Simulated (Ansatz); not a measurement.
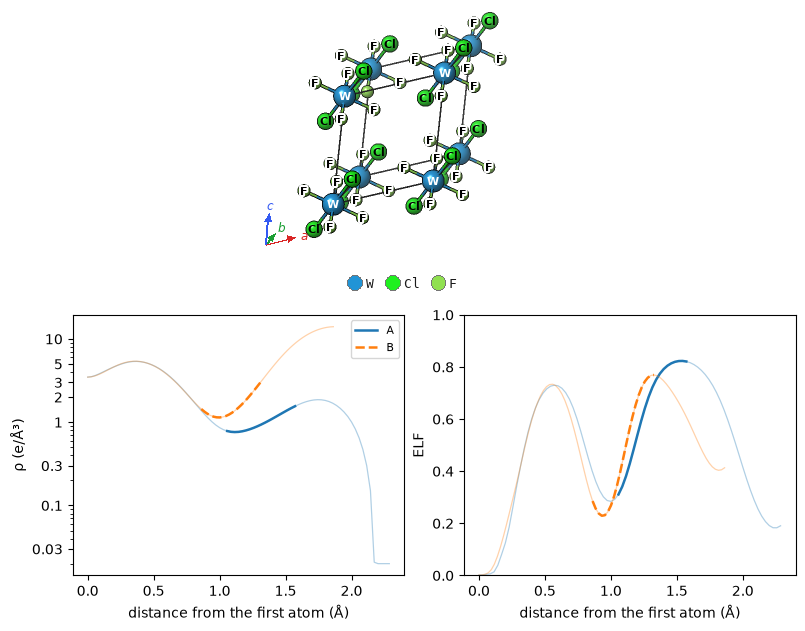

The picture shows: WCl₂F₄. Valence pseudo-density and electron localisation function along straight lines between neighbouring atoms. Thin, pale parts lie inside the atomic spheres. The structure is drawn too.

Space group P-1; a generated structure, not necessarily the stable one; changed on purpose from its base cell (volume × 0.91, shape and atoms relaxed).

Theory: DFT PBE, scalar-relativistic, plane waves, PAW in Ansatz 0.2.0.

In a PAW calculation such maps are meaningful between the atoms, not at the nuclei.

```yaml
crystal:
  lattice:
    - [5.82938, -0.04095, -0.26085]
    - [2.82598, 5.27814, -0.06651]
    - [2.38646, 1.74069, 5.38639]
  atoms:
    - { symbol: W, position: [0.00000, 0.00000, 0.00000] }
    - { symbol: Cl, position: [0.25407, 0.64320, 0.26740] }
    - { symbol: Cl, position: [0.74593, 0.35680, 0.73260] }
    - { symbol: F, position: [0.30031, 0.06166, 0.79514] }
    - { symbol: F, position: [0.95732, 0.22097, 0.16359] }
    - { symbol: F, position: [0.04268, 0.77903, 0.83641] }
    - { symbol: F, position: [0.69969, 0.93834, 0.20486] }
```

> Which curve belongs to which contact (W–Cl and W–F)? The first atom named is at distance zero.

Curve A: W–Cl (2.29 Å): the density is about 0.77 e/Å³ at the midpoint; the ELF peaks at about 0.80 in the valence shell of Cl, 0.7 Å from its nucleus, and is about 0.45 at the midpoint. Curve B: W–F (1.86 Å): ρ is about 1.2 e/Å³ halfway; the ELF peaks at about 0.75 in the valence shell of F, 0.5 Å from its nucleus, and drops to about 0.25 between the two atoms (no shared electron pair shows on this line).
